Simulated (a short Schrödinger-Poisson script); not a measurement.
Structure: gated Al0.3Ga0.7N/GaN polarisation-induced gas, at 77 K.

```csv
layer,material,thickness (nm),Na (cm⁻³)
1,Al0.3Ga0.7N,10,-
2,GaN,6000,1e15
```

Constants are typed, rounded textbook-type inputs, not results; the design itself was drawn at random and stands for no fabricated device. Al0.3Ga0.7N: permittivity 9.32, conduction-band edge (eV) 0.414, gap (eV) 4.021, electron mass (mₑ) 0.236, Nv at 300 K (cm⁻³) 4.6e19. GaN: permittivity 9.5, conduction-band edge (eV) 0, gap (eV) 3.43, Nv at 300 K (cm⁻³) 4.6e19.

Channel valleys (confinement mass, in-plane density-of-states mass, number): Γ 0.2, 0.2, 1. At the gate the conduction-band edge of layer 1 lies 1.23 eV − eVg above the Fermi level of the channel; the field vanishes at the back. Sheet of polarisation charge: +1.5e13 e/cm² at 10 nm from the gate. The barrier under the gate holds no holes. Gaps are held at their typed values at every temperature. Mesh 0.08 nm at interfaces.

From a short Schrödinger-Poisson script (our own, NumPy): 1D Poisson equation in equilibrium, electrons quantum, Hartree plus LDA exchange-correlation (BenDaniel-Duke, 40 states a valley, the channel's in-plane mass for all, wave functions free to enter the barrier), parabolic valleys, classical holes, full ionisation, no traps, pinning or gate leakage.

Only gate voltages with over 1e8 electrons/cm² are shown.

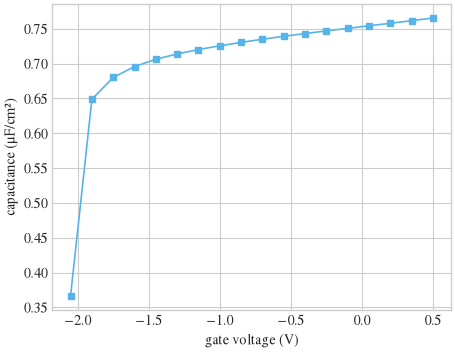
Fig. 1. Quasi-static capacitance against gate voltage

| Vg (V) | electrons (cm⁻²) | in the channel layer | C (μF/cm²) | Γ E0 (meV) | Γ E1 (meV) |
|---|---|---|---|---|---|
| 0.5 | 1.15e13 | 1.05e13 | 0.766 | -129.2 | -6.3 |
| 0.35 | 1.08e13 | 9.95e12 | 0.762 | -121.9 | -4.4 |
| 0.2 | 1.01e13 | 9.36e12 | 0.758 | -114.6 | -2.6 |
| 0.05 | 9.37e12 | 8.76e12 | 0.754 | -107.2 | -0.6 |
| -0.1 | 8.67e12 | 8.15e12 | 0.751 | -99.7 | 1.4 |
| -0.25 | 7.96e12 | 7.54e12 | 0.747 | -92.2 | 3.5 |
| -0.4 | 7.27e12 | 6.92e12 | 0.743 | -84.6 | 5.8 |
| -0.55 | 6.57e12 | 6.29e12 | 0.739 | -77.0 | 8.3 |
| -0.7 | 5.88e12 | 5.66e12 | 0.735 | -69.2 | 11.1 |
| -0.85 | 5.20e12 | 5.02e12 | 0.731 | -61.4 | 14.1 |
| -1 | 4.52e12 | 4.38e12 | 0.726 | -53.6 | 17.2 |
| -1.15 | 3.84e12 | 3.74e12 | 0.720 | -45.6 | 20.4 |
| -1.3 | 3.17e12 | 3.10e12 | 0.714 | -37.7 | 23.5 |
| -1.45 | 2.50e12 | 2.46e12 | 0.706 | -29.7 | 26.2 |
| -1.6 | 1.85e12 | 1.82e12 | 0.696 | -21.8 | 28.6 |
| -1.75 | 1.20e12 | 1.19e12 | 0.680 | -13.5 | 30.5 |
| -1.9 | 5.77e11 | 5.74e11 | 0.649 | -3.9 | 32.4 |
| -2.05 | 2.69e10 | 2.68e10 | 0.367 | 20.1 | 46.1 |

Subbands count from the Fermi level.
